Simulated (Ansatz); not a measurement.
# C2HGa (triplet): wave-function methods side by side, cc-pVDZ

Aim: climb from Hartree-Fock through coupled cluster for C2HGa (triplet) at one geometry and basis, and see what each rung misses.

Computed with Ansatz 0.2.0, Gaussian basis. Level: cc-pVDZ, core rule «outside noble gas», up to 16 orbitals frozen.

To be run: UHF; CCSD(T) on ROHF; CCSD(T) on UHF; BCCD(T) on ROHF; CISD; CCSDT(Q) on ROHF; CCSDT(Q) on UHF.

3 further runs of the same task are left out: 3 set aside as unsound or not needed.

## Step 1: The geometry

The geometry is a PBE0/def2-TZVP stationary point (not a proven minimum) of the parent state, kept for this charge and spin. No spin-orbit coupling is included. The filled d shell of Ga may be among the frozen orbitals whatever the setting's name suggests; the logs give the count.

4 atoms, charge 0, spin multiplicity 3.

Atoms are counted from 1 here; the program's logs count them from 0.

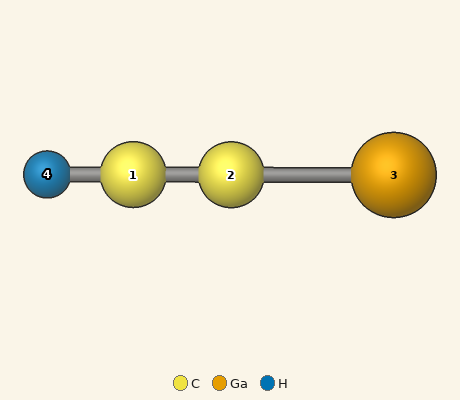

The geometry (carbon yellow, gallium amber, hydrogen blue); atoms are numbered from 1 in the order of the file.

In the tables R marks a restricted open-shell determinant and U an unrestricted one; energies count from the table's Hartree-Fock row.

## Step 2: UHF

File in.yaml:

```yaml
crystal:
  periodic: [false, false, false]
  atoms:
    - {symbol: C, position_ang: [0.000000, 0.000000, 0.845025]}
    - {symbol: C, position_ang: [0.000000, 0.000000, -0.370675]}
    - {symbol: Ga, position_ang: [0.000000, 0.000000, -2.386775]}
    - {symbol: H, position_ang: [0.000000, 0.000000, 1.912425]}
basis:
  gaussian: {orbitals: cc-pVDZ}
magnetization: {spin_polarized: true, initial_magnetization: 2}
hamiltonian: {xc: hf}
output: {orbitals: {seedname: orbitals}}
```

Command:

```sh
ansatz run in.yaml --threads 1 --pin off --events-out ev --progress --plain --max-ram 3968MiB --backend cpu
```

The log of the run:

```text
Functional definition: HF
  name "HF"
  cite "Fock, Z. Phys. 61, 126 (1930) doi:10.1007/BF01340294"
  parent pbe
  exchange = exact_x
  correlation = 0
634 factors; integrals over basis functions are off by at most 1.3e-3 eV
mean field evaluation 1: about -54401.0765 eV, gradient 2.2e1 eV
mean field evaluation 2: about -54401.0823 eV, gradient 2.2e1 eV
mean field evaluation 4: about -54405.8820 eV, gradient 3.7e0 eV
mean field evaluation 8: about -54406.4249 eV, gradient 2.4e-1 eV
mean field evaluation 16: about -54405.8046 eV, gradient 3.2e0 eV
mean field evaluation 32: about -54405.5291 eV, gradient 4.9e0 eV
mean field evaluation 64: about -54404.1819 eV, gradient 2.1e0 eV
mean field evaluation 96: about -54400.9160 eV, gradient 1.2e1 eV
mean field -54406.42678306 eV, -1999.3993062768 hartree, gradient 2.7e-5 eV, S^2 2.012465; 1 other end points of the search recorded, 0 dependent functions left out
reference -54406.42678306 eV, -1999.3993062768 hartree; 23, 21 occupied and 37, 39 virtual orbitals, 634 factors
Total energy: -54406.42678306 eV, -1999.3993062768 hartree
```

Run time: 2.6 s. Hardware: 1 thread of AMD EPYC 7R13, shared host.

From the report: ⟨S²⟩ of the determinant 2.012 (pure triplet: 2.00).

## Step 3: CCSD(T) on ROHF

in.yaml: that of step 2 with these lines changed.

```diff
@@ -9,4 +9,4 @@
   gaussian: {orbitals: cc-pVDZ}
-magnetization: {spin_polarized: true, initial_magnetization: 2}
-hamiltonian: {xc: hf}
-output: {orbitals: {seedname: orbitals}}
+magnetization: {spin_polarized: false, initial_magnetization: 2}
+correlation: {method: ccsd_t, electrons: outside_noble_gas}
+output: {forces: true}
```

Launched as before.

The log of the run, shortened:

```text
Functional definition: HF
  name "HF"
  cite "Fock, Z. Phys. 61, 126 (1930) doi:10.1007/BF01340294"
  parent pbe
[...]
634 factors; integrals over basis functions are off by at most 1.3e-3 eV
[...]
mean field -54406.36949775 eV, -1999.3972010805 hartree, gradient 2.3e-6 eV, S^2 2.000000; 7 other end points of the search recorded, 0 dependent functions left out
[...]
determinant -54406.36949775 eV, -1999.3972010805 hartree, with singles and doubles -54414.31413914 eV, -1999.6891612664 hartree
determinant -54404.52426603 eV, -1999.3293900656 hartree, with singles and doubles -54412.27333299 eV, -1999.6141630238 hartree
determinant -54404.13103531 eV, -1999.3149391033 hartree, with singles and doubles -54411.85895126 eV, -1999.5989347760 hartree
16 core orbitals not correlated: weight in the atoms' cores, before any rotation towards them, 0.998 or more for the frozen orbitals, at most 0.001 for the correlated occupied ones
reference -54406.36949775 eV, -1999.3972010805 hartree; 7, 5 occupied and 37, 39 virtual orbitals, 634 factors
second order -7.44081767 eV of doubles, -0.01899509 eV of singles
cycle   1  -7.94428829 eV  change    3.5e-4 eV  update   1.4e-3
[...]
cycle   8  -7.94443437 eV  change    2.4e-7 eV  update   1.9e-6
perturbative correction -0.38406687 eV, -0.0141141971 hartree
[...]
Total energy: -54414.69799899 eV, -1999.7032678558 hartree
Atom 0 at     0.000000     0.000000     0.845025 Å, force     0.000000     0.000000     2.064798 eV/Å
Atom 1 at     0.000000     0.000000    -0.370675 Å, force     0.000000    -0.000000    -3.689742 eV/Å
Atom 2 at     0.000000     0.000000    -2.386775 Å, force     0.000000    -0.000000     1.102240 eV/Å
Atom 3 at     0.000000     0.000000     1.912425 Å, force     0.000000     0.000000     0.522704 eV/Å
Dipole moment:    -0.000000     0.000000    -0.140978 e Å
```

Run time: 14 s. Hardware: 1 thread of AMD EPYC 7R13, shared host.

From the report: correlation -8.3285 eV; T1 0.024; largest double amplitude 0.08.

## Step 4: CCSD(T) on UHF

in.yaml: that of step 3 with these lines changed.

```diff
@@ -9,3 +9,3 @@
   gaussian: {orbitals: cc-pVDZ}
-magnetization: {spin_polarized: false, initial_magnetization: 2}
+magnetization: {spin_polarized: true, initial_magnetization: 2}
 correlation: {method: ccsd_t, electrons: outside_noble_gas}
```

Launched as before.

The log of the run, shortened:

```text
Functional definition: HF
  name "HF"
  cite "Fock, Z. Phys. 61, 126 (1930) doi:10.1007/BF01340294"
  parent pbe
[...]
634 factors; integrals over basis functions are off by at most 1.3e-3 eV
[...]
mean field -54406.42678306 eV, -1999.3993062768 hartree, gradient 2.6e-6 eV, S^2 2.012464; 9 other end points of the search recorded, 0 dependent functions left out
determinant -54406.42678306 eV, -1999.3993062768 hartree, with singles and doubles -54414.33237912 eV, -1999.6898315734 hartree
determinant -54404.68091542 eV, -1999.3351468246 hartree, with singles and doubles -54412.27663935 eV, -1999.6142845302 hartree
determinant -54404.30741469 eV, -1999.3214209258 hartree, with singles and doubles -54411.86664574 eV, -1999.5992175431 hartree
16 core orbitals not correlated: weight in the atoms' cores, before any rotation towards them, 0.998 or more for the frozen orbitals, at most 0.001 for the correlated occupied ones
reference -54406.42678306 eV, -1999.3993062768 hartree; 7, 5 occupied and 37, 39 virtual orbitals, 634 factors
second order -7.41323221 eV of doubles, -0.00000000 eV of singles
cycle   1  -7.90541222 eV  change    1.8e-4 eV  update   1.3e-3
[...]
cycle  11  -7.90563180 eV  change   -1.7e-7 eV  update   1.3e-7
perturbative correction -0.38102003 eV, -0.0140022278 hartree
[...]
Total energy: -54414.71343489 eV, -1999.7038351148 hartree
Atom 0 at     0.000000     0.000000     0.845025 Å, force    -0.000000    -0.000000     2.050544 eV/Å
Atom 1 at     0.000000     0.000000    -0.370675 Å, force     0.000000    -0.000000    -3.671352 eV/Å
Atom 2 at     0.000000     0.000000    -2.386775 Å, force     0.000000     0.000000     1.098464 eV/Å
Atom 3 at     0.000000     0.000000     1.912425 Å, force    -0.000000     0.000000     0.522344 eV/Å
Dipole moment:     0.000000    -0.000000    -0.141811 e Å
```

Wall time 18 s (1 thread of AMD EPYC 7R13, shared host).

From the report: ⟨S²⟩ of the determinant 2.012 (pure triplet: 2.00); correlation -8.2867 eV; T1 0.021; largest double amplitude 0.08.

## Step 5: BCCD(T) on ROHF

in.yaml: that of step 4 with these lines changed.

```diff
@@ -9,4 +9,3 @@
   gaussian: {orbitals: cc-pVDZ}
-magnetization: {spin_polarized: true, initial_magnetization: 2}
-correlation: {method: ccsd_t, electrons: outside_noble_gas}
-output: {forces: true}
+magnetization: {spin_polarized: false, initial_magnetization: 2}
+correlation: {method: bccd_t, electrons: outside_noble_gas}
```

The command is unchanged.

The log of the run, shortened:

```text
Functional definition: HF
  name "HF"
  cite "Fock, Z. Phys. 61, 126 (1930) doi:10.1007/BF01340294"
  parent pbe
[...]
634 factors; integrals over basis functions are off by at most 1.3e-3 eV
[...]
mean field -54406.36949775 eV, -1999.3972010805 hartree, gradient 2.3e-6 eV, S^2 2.000000; 7 other end points of the search recorded, 0 dependent functions left out
[...]
determinant -54406.36949775 eV, -1999.3972010805 hartree, with singles and doubles -54414.31413914 eV, -1999.6891612664 hartree
determinant -54404.52426603 eV, -1999.3293900656 hartree, with singles and doubles -54412.27333299 eV, -1999.6141630238 hartree
determinant -54404.13103531 eV, -1999.3149391033 hartree, with singles and doubles -54411.85895126 eV, -1999.5989347760 hartree
16 core orbitals not correlated: weight in the atoms' cores, before any rotation towards them, 0.998 or more for the frozen orbitals, at most 0.001 for the correlated occupied ones
reference -54406.36949775 eV, -1999.3972010805 hartree; 7, 5 occupied and 37, 39 virtual orbitals, 634 factors
second order -7.44081767 eV of doubles, -0.01899509 eV of singles
cycle   1  -7.92277364 eV  change    2.2e-2 eV  update   6.6e-3
[...]
cycle   9  -7.92703366 eV  change   -6.0e-7 eV  update   1.2e-5
perturbative correction -0.40189921 eV, -0.0147695236 hartree
Total energy: -54414.69843062 eV, -1999.7032837180 hartree
```

Wall time 12 s (1 thread of AMD EPYC 7R13, shared host).

From the report: correlation -8.3289 eV; largest double amplitude 0.08.

## Step 6: CISD

in.yaml: that of step 5 with these lines changed.

```diff
@@ -10,2 +10,2 @@
 magnetization: {spin_polarized: false, initial_magnetization: 2}
-correlation: {method: bccd_t, electrons: outside_noble_gas}
+correlation: {active_space: {ras: {orbitals: [5, 2, 37], electrons: 12, max_holes: 2, max_particles: 2}, fixed_orbitals: true}}
```

Launched as before.

The log of the run:

```text
Functional definition: HF
  name "HF"
  cite "Fock, Z. Phys. 61, 126 (1930) doi:10.1007/BF01340294"
  parent pbe
  exchange = exact_x
  correlation = 0
634 factors; integrals over basis functions are off by at most 1.3e-3 eV
mean field evaluation 1: about -54402.0206 eV, gradient 2.5e1 eV
mean field evaluation 2: about -54402.0264 eV, gradient 2.5e1 eV
mean field evaluation 4: about -54406.0014 eV, gradient 3.7e0 eV
mean field evaluation 8: about -54406.3693 eV, gradient 1.8e-1 eV
mean field evaluation 16: about -54404.5249 eV, gradient 7.0e-3 eV
mean field evaluation 32: about -54404.1310 eV, gradient 7.0e-4 eV
mean field evaluation 64: about -54406.1738 eV, gradient 4.7e0 eV
mean field -54406.36949775 eV, -1999.3972010805 hartree, gradient 2.3e-6 eV, S^2 2.000000; 7 other end points of the search recorded, 0 dependent functions left out
reference -54406.36949775 eV, -1999.3972010805 hartree; 23, 21 occupied and 37, 39 virtual orbitals, 634 factors
state -54413.59666804 eV, -1999.6627946900 hartree
Total energy: -54413.59666804 eV, -1999.6627946900 hartree
```

Wall time 7 s (1 thread of AMD EPYC 7R13, shared host).

From the report: 78,892 determinants.

## Step 7: CCSDT(Q) on ROHF

in.yaml: that of step 6 with these lines changed.

```diff
@@ -10,2 +10,2 @@
 magnetization: {spin_polarized: false, initial_magnetization: 2}
-correlation: {active_space: {ras: {orbitals: [5, 2, 37], electrons: 12, max_holes: 2, max_particles: 2}, fixed_orbitals: true}}
+correlation: {method: ccsdt_q, electrons: outside_noble_gas}
```

Command:

```sh
ansatz run in.yaml --threads 2 --pin off --events-out ev --progress --plain --max-ram 23808MiB --backend cuda --devices 0, --max-vram 18GiB
```

The log of the run, shortened:

```text
Functional definition: HF
  name "HF"
  cite "Fock, Z. Phys. 61, 126 (1930) doi:10.1007/BF01340294"
  parent pbe
[...]
1110 factors; integrals over basis functions are off by at most 1.5e-7 eV
[...]
mean field -54406.36958411 eV, -1999.3972042542 hartree, gradient 2.3e-6 eV, S^2 2.000000; 7 other end points of the search recorded, 0 dependent functions left out
[...]
determinant -54406.36958411 eV, -1999.3972042542 hartree, with singles and doubles -54414.31422525 eV, -1999.6891644311 hartree
determinant -54404.52434998 eV, -1999.3293931505 hartree, with singles and doubles -54412.27341867 eV, -1999.6141661725 hartree
determinant -54404.13112002 eV, -1999.3149422162 hartree, with singles and doubles -54411.85903668 eV, -1999.5989379152 hartree
16 core orbitals not correlated: weight in the atoms' cores, before any rotation towards them, 0.998 or more for the frozen orbitals, at most 0.001 for the correlated occupied ones
reference -54406.36958411 eV, -1999.3972042542 hartree; 7, 5 occupied and 37, 39 virtual orbitals, 1110 factors
second order -7.44083319 eV of doubles, -0.01899506 eV of singles
cycle   1  -7.54484784 eV  change   -8.5e-2 eV  update   1.0e-1
[...]
cycle  19  -8.34595384 eV  change   -1.5e-7 eV  update   9.1e-7
perturbative correction -0.03802608 eV, -0.0013974328 hartree
Total energy: -54414.75356404 eV, -1999.7053098337 hartree
```

Wall time 4.4 s (1 × H100 (card shared with other runs) with 2 threads of AMD EPYC 7R13, shared host); peak host memory 0.86 GiB.

From the report: correlation -8.3840 eV; T1 0.026; largest double amplitude 0.09.

## Step 8: CCSDT(Q) on UHF

in.yaml: that of step 7 with these lines changed.

```diff
@@ -9,3 +9,3 @@
   gaussian: {orbitals: cc-pVDZ}
-magnetization: {spin_polarized: false, initial_magnetization: 2}
+magnetization: {spin_polarized: true, initial_magnetization: 2}
 correlation: {method: ccsdt_q, electrons: outside_noble_gas}
```

The command is unchanged.

The log of the run, shortened:

```text
Functional definition: HF
  name "HF"
  cite "Fock, Z. Phys. 61, 126 (1930) doi:10.1007/BF01340294"
  parent pbe
[...]
1110 factors; integrals over basis functions are off by at most 1.5e-7 eV
[...]
mean field -54406.42686932 eV, -1999.3993094468 hartree, gradient 2.5e-6 eV, S^2 2.012464; 9 other end points of the search recorded, 0 dependent functions left out
determinant -54406.42686932 eV, -1999.3993094468 hartree, with singles and doubles -54414.33246625 eV, -1999.6898347754 hartree
determinant -54404.68099939 eV, -1999.3351499103 hartree, with singles and doubles -54412.27672498 eV, -1999.6142876773 hartree
determinant -54404.30749881 eV, -1999.3214240173 hartree, with singles and doubles -54411.86673168 eV, -1999.5992207015 hartree
16 core orbitals not correlated: weight in the atoms' cores, before any rotation towards them, 0.998 or more for the frozen orbitals, at most 0.001 for the correlated occupied ones
reference -54406.42686932 eV, -1999.3993094468 hartree; 7, 5 occupied and 37, 39 virtual orbitals, 1110 factors
second order -7.41324866 eV of doubles, -0.00000000 eV of singles
cycle   1  -7.51031895 eV  change   -9.7e-2 eV  update   1.0e-1
[...]
cycle  19  -8.30443135 eV  change   -2.9e-8 eV  update   9.4e-7
perturbative correction -0.03836985 eV, -0.0014100661 hartree
Total energy: -54414.76967052 eV, -1999.7059017360 hartree
```

Wall time 4.6 s (1 × H100 (card shared with other runs) with 2 threads of AMD EPYC 7R13, shared host); peak host memory 0.85 GiB.

From the report: ⟨S²⟩ of the determinant 2.012 (pure triplet: 2.00); correlation -8.3428 eV; T1 0.023; largest double amplitude 0.09.

## Step 9: The ladder

The yardstick is UCCSDT(Q), where the cluster series has nearly closed. Rows without a time come out of other runs: HF, MP2 and CCSD of CCSD(T), CCSDT of CCSDT(Q). The times of RCCSD(T), UCCSD(T) include forces.

| method | energy from the lowest ROHF (kJ/mol) | from UCCSDT(Q) (kJ/mol) | time |
| --- | --- | --- | --- |
| ROHF | 0.0 | +810.5 |  |
| UHF | -5.5 | +805.0 |  |
| RMP2 | -719.8 | +90.7 |  |
| UMP2 | -720.8 | +89.7 |  |
| RCCSD | -766.5 | +44.0 |  |
| UCCSD | -768.3 | +42.2 |  |
| RCCSD(T) | -803.6 | +6.9 | 14 s |
| UCCSD(T) | -805.1 | +5.4 | 18 s |
| BCCD(T) | -803.6 | +6.9 | 12 s |
| RCCSDT | -805.3 | +5.2 |  |
| UCCSDT | -806.8 | +3.7 |  |
| RCCSDT(Q) | -808.9 | +1.6 | 4.4 s (GPU) |
| UCCSDT(Q) | -810.5 | 0 | 4.6 s (GPU) |

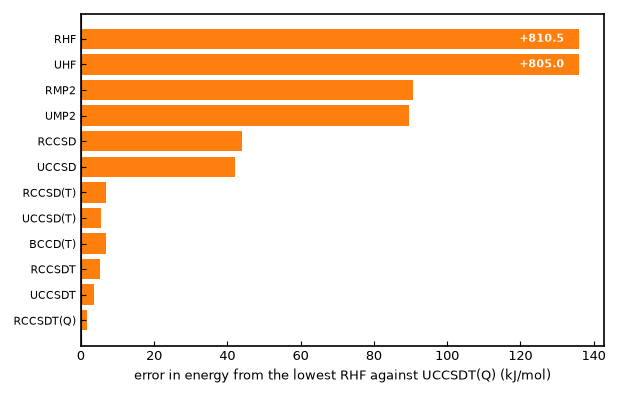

How far each level lands from UCCSDT(Q). Bars with a number in them are cut short.

Some runs used a GPU and others CPU threads alone; cost is compared among the CPU runs only.

Not comparable, so not listed: CISD (they don't share determinant, frozen orbitals or solution with the rows shown, or repeat one).

## Step 10: What came out

```
                         quantity              value
    UCCSDT(Q) from the ROHF energy         -8.4002 eV
              RMP2 from UCCSDT(Q)       +90.7 kJ/mol
              UMP2 from UCCSDT(Q)       +89.7 kJ/mol
             RCCSD from UCCSDT(Q)       +44.0 kJ/mol
          RCCSD(T) from UCCSDT(Q)        +6.9 kJ/mol
          UCCSD(T) from UCCSDT(Q)        +5.4 kJ/mol
         RCCSDT(Q) from UCCSDT(Q)        +1.6 kJ/mol
levels within 1 kcal/mol (43 meV)  UCCSDT, RCCSDT(Q)
                    T1 diagnostic              0.024
```

**Reading.** RCCSD(T) lands +6.9 kJ/mol from the yardstick (0.9 % of the correlation energy). These misses are within one basis, not against nature; the frozen cores of restricted and unrestricted runs differ, which can shift their rows.
